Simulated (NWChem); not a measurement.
**SnH2ClO2 (SMILES [OH][Sn]([OH])[Cl]) at UB3LYP/6-31G(d)/LANL2DZ (core potential, spherical functions)**

What is the adiabatic ionisation energy of SnH2ClO2 at UB3LYP/6-31G*/LANL2DZ (core potential, spherical functions)? 

The calculation is run with NWChem 7.3.0.

## (1) The structure to begin with

SnH2ClO2 has 6 atoms, charge 0, and is taken as a doublet. SMILES: `[OH][Sn]([OH])[Cl]`. The coordinates come from a PBE0-D4/def2-TZVP relaxation. This is one conformer, not always the lowest. The run starts from this shape.

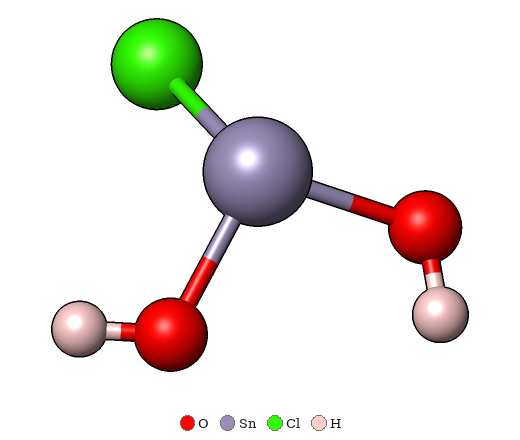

Viewed from a chosen angle; oxygen red, tin purple, chlorine green, hydrogen pink.

## (2) A structure relaxation at UB3LYP/6-31G(d)/LANL2DZ (core potential, spherical functions)

Contents of mymol.nw:

```
START mymol
memory 2200 mb
charge 0

GEOMETRY
O     -0.447400     1.400500    -0.158300
Sn     0.371800    -0.318200    -0.659700
O      1.256500    -0.847900     1.007700
Cl    -1.328200    -1.877100    -1.106600
H     -1.182700     1.666400    -0.718500
H      1.372100    -0.087800     1.589200
END

BASIS "ao basis" spherical bse
* library 6-31G* except Sn
Sn library LANL2DZ
END

ECP bse
Sn library LANL2DZ
END

DFT
xc b3lyp
mult 2
grid fine
convergence energy 1e-07
maxiter 100
mulliken
print low
END

DRIVER
maxiter 60
END

FREQ
temp 3 298.15 600 900
END

TASK dft optimize
TASK dft frequencies
```

Launch:

```sh
$ nwchem mymol.nw > mymol.out
```

What it wrote:

```text
[...]
 d= 0,ls=0.0,diis     1   -615.1344308487 -7.18D+02  1.54D-02  2.50D-01     1.8
[...]
         Total DFT energy =     -615.259840217545
[...]
@    0    -615.25984022  0.0D+00  0.01125  0.00593  0.00000  0.00000     13.0
[...]
         Total DFT energy =     -615.260640595914
[...]
@    1    -615.26071159 -8.7D-04  0.00862  0.00409  0.01419  0.03551     26.9
[...]
@   12    -615.26142858 -1.2D-06  0.00009  0.00005  0.00532  0.01037    116.1
[...]
         Total DFT energy =   -615.261429030090
[...]
@   13    -615.26142903 -4.5D-07  0.00006  0.00004  0.00270  0.00576    120.8
[...]
         Total DFT energy =     -615.261429434820
[...]
         Total DFT energy =   -615.261429434820
                         DFT ENERGY GRADIENTS
    atom               coordinates                        gradient
                 x          y          z           x          y          z
   1 O      -2.776749  -2.157168  -1.072956   -0.000024  -0.000005  -0.000043
   2 Sn      0.036272  -0.559001   0.612698    0.000044  -0.000019   0.000056
   3 O       2.868211  -2.193385  -0.974258   -0.000030   0.000002  -0.000013
   4 Cl      0.006138   3.853580  -0.463283   -0.000006   0.000013  -0.000021
   5 H      -4.353409  -1.223943  -1.102268    0.000001   0.000003   0.000013
   6 H       2.335424  -3.482215  -2.171299    0.000014   0.000005   0.000008
[...]
@   14    -615.26142943 -4.0D-07  0.00003  0.00001  0.00102  0.00155    125.5
[...]
      Optimization converged
[...]
@   14    -615.26142943 -4.0D-07  0.00003  0.00001  0.00102  0.00155    125.5
[...]
 d= 0,ls=0.0,diis     2   -615.2614294735  1.11D-09  7.56D-07  6.27D-09   129.6
[...]
         Total DFT energy =     -615.261429473521
      One electron energy =    -1053.695227247056
           Coulomb energy =      383.275555865968
    Exchange-Corr. energy =      -47.266543420500
 Nuclear repulsion energy =      102.424785328067
[...]
      <S2> =      0.7530 (Exact =     0.7500)
[...]
 Zero-Point correction to Energy  =   16.525 kcal/mol  (  0.026334 au)
 Thermal correction to Energy     =   34.920 kcal/mol  (  0.055649 au)
 Thermal correction to Enthalpy   =   36.708 kcal/mol  (  0.058497 au)
 Total Entropy                    =  111.567 cal/mol-K
   - Translational                =   47.049 cal/mol-K (mol. weight = 186.8761)
   - Rotational                   =   30.472 cal/mol-K (symmetry #  =        1)
   - Vibrational                  =   34.046 cal/mol-K
 Cv (constant volume heat capacity) =   25.238 cal/mol-K
   - Translational                  =    2.979 cal/mol-K
   - Rotational                     =    2.979 cal/mol-K
   - Vibrational                    =   19.280 cal/mol-K
[...]
```

Run time: 5.7 min. Hardware: 1 thread of Intel Xeon 6975P-C (Granite Rapids), shared host; peak memory 0.18 GiB.

Step by step:

```csv
step,energy from the first frame kept (eV)
0,0.0000
1,-0.0237
2,-0.0378
3,-0.0400
4,-0.0406
5,-0.0421
6,-0.0429
7,-0.0430
8,-0.0431
9,-0.0432
10,-0.0432
11,-0.0432
12,-0.0432
13,-0.0432
14,-0.0432
```

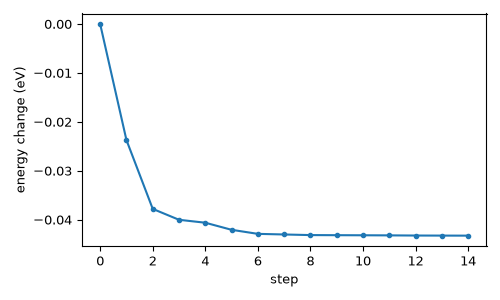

Energy along the run.

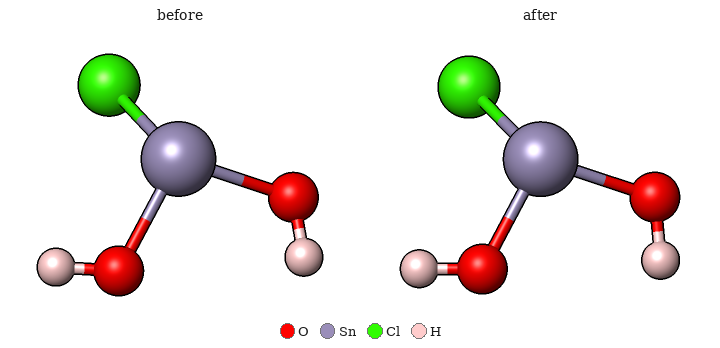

Before and after, at one scale.

After the run. Bond lengths: O1–Sn2 1.930 Å, Sn2–O3 1.923 Å, Sn2–Cl4 2.404 Å, O1–H5 0.970 Å, O3–H6 0.973 Å. Angles: O1–Sn2–O3 101.7°, O1–Sn2–Cl4 108.1°, O3–Sn2–Cl4 109.8°, Sn2–O1–H5 116.6°, Sn2–O3–H6 112.0°.

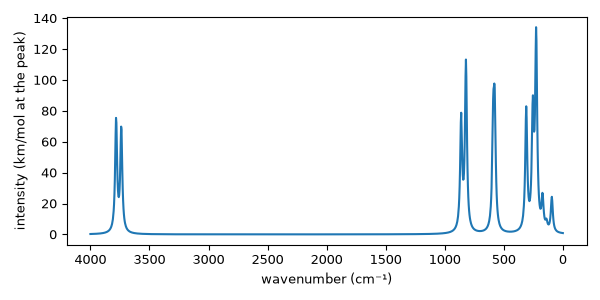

Harmonic infrared spectrum, unscaled, lines broadened by 10 cm⁻¹.

## (3) The singlet cation: a geometry optimisation at B3LYP/6-31G(d)/LANL2DZ (core potential, spherical functions)

Contents of clh2o2sn.nw:

```
START clh2o2sn
memory total 2200 mb
charge 1

GEOMETRY noautosym
  O       -0.447400       1.400500      -0.158300
  Sn       0.371800      -0.318200      -0.659700
  O        1.256500      -0.847900       1.007700
  Cl      -1.328200      -1.877100      -1.106600
  H       -1.182700       1.666400      -0.718500
  H        1.372100      -0.087800       1.589200
END

BASIS spherical bse
  * library 6-31G* except Sn
  Sn library LANL2DZ
END

ECP bse
  Sn library LANL2DZ
END

DFT
  xc b3lyp
  grid fine
  convergence energy 1e-07
  iterations 100
  mulliken
  print low
END

DRIVER
  maxiter 60
END

FREQ
  temp 2 298.15 500
END

TASK dft optimize
TASK dft frequencies
```

Launch:

```sh
$ nwchem clh2o2sn.nw > clh2o2sn.out
```

What it wrote:

```text
[...]
 d= 0,ls=0.0,diis     1   -614.5267417609 -7.17D+02  5.80D-02  3.06D+00     1.0
[...]
         Total DFT energy =     -614.920984169320
[...]
@    0    -614.92098417  0.0D+00  0.02971  0.01535  0.00000  0.00000      8.7
[...]
         Total DFT energy =     -614.933893616775
[...]
@    1    -614.94416047 -2.3D-02  0.04708  0.01808  0.22996  0.53023     19.4
[...]
@    9    -614.96073621 -5.0D-06  0.00039  0.00017  0.00272  0.00496     93.1
[...]
         Total DFT energy =   -614.960739260971
[...]
@   10    -614.96073926 -3.1D-06  0.00011  0.00006  0.00433  0.00912     97.6
[...]
         Total DFT energy =     -614.960739429250
[...]
         Total DFT energy =   -614.960739429250
                         DFT ENERGY GRADIENTS
    atom               coordinates                        gradient
                 x          y          z           x          y          z
   1 O      -0.962845   3.714709   0.463106   -0.000010  -0.000013  -0.000014
   2 Sn     -0.256655   0.296616   0.700490    0.000075   0.000042   0.000068
   3 O       2.264806  -0.691531   2.892166   -0.000062  -0.000033  -0.000039
   4 Cl     -2.223378  -2.793503  -1.470290   -0.000034  -0.000072  -0.000043
   5 H      -2.275553   4.355487  -0.661447    0.000001   0.000034   0.000011
   6 H       3.176652   0.575736   3.875451    0.000030   0.000042   0.000017
[...]
@   11    -614.96073943 -1.7D-07  0.00009  0.00003  0.00076  0.00153    101.0
[...]
      Optimization converged
[...]
@   11    -614.96073943 -1.7D-07  0.00009  0.00003  0.00076  0.00153    101.0
[...]
 d= 0,ls=0.0,diis     2   -614.9607394596  7.03D-10  1.03D-06  9.80D-09   103.5
         Total DFT energy =     -614.960739459603
      One electron energy =    -1044.549613769893
           Coulomb energy =      374.033982056591
    Exchange-Corr. energy =      -46.985534500999
 Nuclear repulsion energy =      102.540426754699
[...]
 Zero-Point correction to Energy  =   17.262 kcal/mol  (  0.027509 au)
 Thermal correction to Energy     =   25.407 kcal/mol  (  0.040489 au)
 Thermal correction to Enthalpy   =   26.401 kcal/mol  (  0.042072 au)
 Total Entropy                    =   92.927 cal/mol-K
   - Translational                =   44.131 cal/mol-K (mol. weight = 186.8761)
   - Rotational                   =   28.468 cal/mol-K (symmetry #  =        1)
   - Vibrational                  =   20.329 cal/mol-K
 Cv (constant volume heat capacity) =   22.591 cal/mol-K
   - Translational                  =    2.979 cal/mol-K
   - Rotational                     =    2.979 cal/mol-K
   - Vibrational                    =   16.632 cal/mol-K
[...]
```

Run time: 3.5 min. Hardware: 1 thread of Intel Xeon 6975P-C (Granite Rapids), shared host; peak memory 0.18 GiB.

The path in brief:

```csv
step,energy from the first frame kept (eV)
0,0.0000
1,-0.6307
2,-0.9953
3,-1.0498
4,-1.0684
5,-1.0767
6,-1.0788
7,-1.0812
8,-1.0816
9,-1.0817
10,-1.0818
11,-1.0818
```

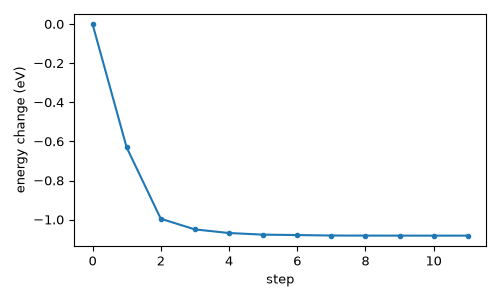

Energy along the run.

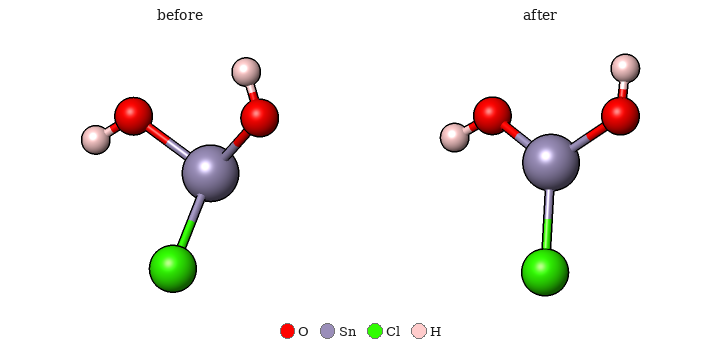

Before and after, at one scale.

After the run. Bond lengths: O1–Sn2 1.851 Å, Sn2–O3 1.844 Å, Sn2–Cl4 2.253 Å, O1–H5 0.976 Å, O3–H6 0.976 Å. Angles: O1–Sn2–O3 117.8°, O1–Sn2–Cl4 125.5°, O3–Sn2–Cl4 116.7°, Sn2–O1–H5 121.7°, Sn2–O3–H6 119.9°.

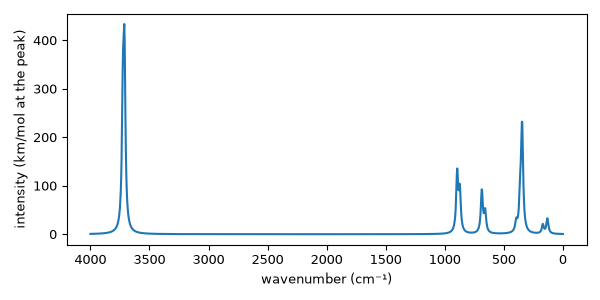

Harmonic infrared spectrum, unscaled, lines broadened by 10 cm⁻¹.

## (4) Summary of results

Level: UB3LYP/6-31G*/LANL2DZ (core potential, spherical functions).

```
                                                                 quantity             value
                    run 1, UB3LYP/6-31G*/LANL2DZ: total energy at the end     -615.26143 Eh
                                       run 1, UB3LYP/6-31G*/LANL2DZ: ⟨S²⟩             0.753
                 run 1, UB3LYP/6-31G*/LANL2DZ: lowest harmonic wavenumber           94 cm⁻¹
                run 1, UB3LYP/6-31G*/LANL2DZ: highest harmonic wavenumber         3782 cm⁻¹
                          run 1, UB3LYP/6-31G*/LANL2DZ: zero-point energy       69.1 kJ/mol
                                  singlet cation: total energy at the end     -614.96074 Eh
                               singlet cation: lowest harmonic wavenumber          129 cm⁻¹
                              singlet cation: highest harmonic wavenumber         3725 cm⁻¹
                                        singlet cation: zero-point energy       72.2 kJ/mol
singlet cation: ideal-gas entropy at 298.15 K (symmetry number 1 as used)  81.1 cal/(mol K)
  adiabatic ionisation energy (to the singlet cation, no zero-point term)          8.182 eV
```

In words: The adiabatic ionisation energy (to the singlet cation, no zero-point term) is 8.18 eV (789 kJ/mol). All 12 modes (run 1, UB3LYP/6-31G*/LANL2DZ) are real, so the shape is a minimum at this level. The optimisation (run 1, UB3LYP/6-31G*/LANL2DZ) took 15 steps and changed the energy by -0.043 eV. All 12 modes (singlet cation) are real, so the shape is a minimum at this level. The optimisation (singlet cation) took 12 steps and changed the energy by -1.082 eV.
